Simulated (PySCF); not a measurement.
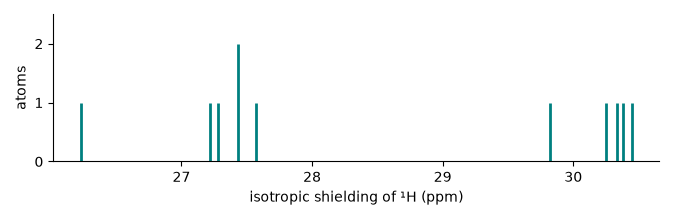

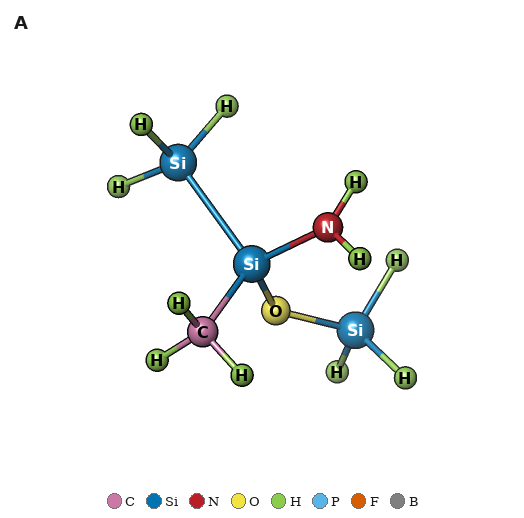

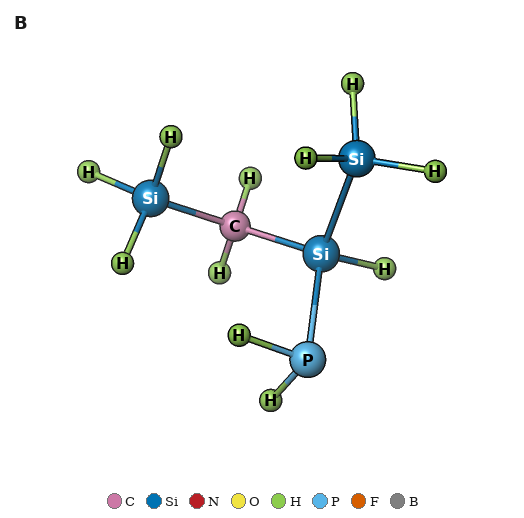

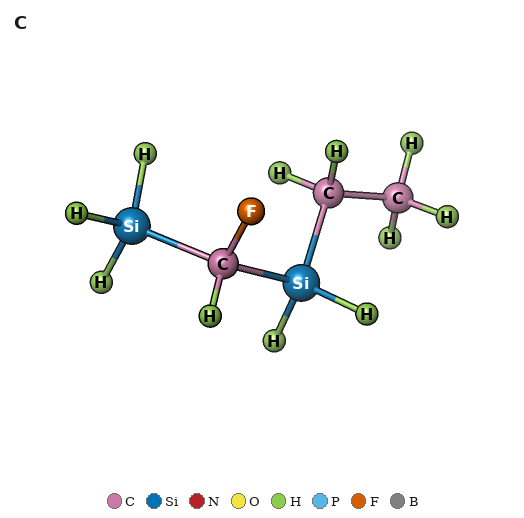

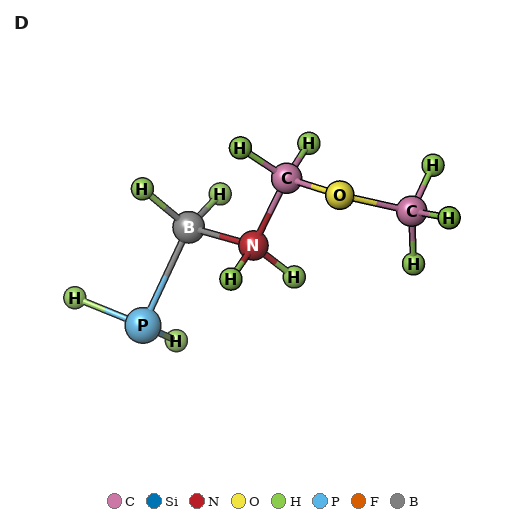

The sticks are computed shieldings of one of the molecules, for one fixed geometry (PBE0-D3(BJ)/def2-SVP) without averaging over rotations. Low shielding means a high chemical shift. Method: GIAO KT3/pcSseg-1 NMR shielding, non-relativistic, gas phase (PySCF 2.14.0).

Match the spectrum to a structure.

Answer. C, `CC[SiH2][C@@H](F)[SiH3]`. Its 11 H atoms give lines at 26.23, 27.22, 27.28, 27.43 (2 atoms), 27.57, 29.82, 30.25, 30.34, 30.38, 30.45 ppm.
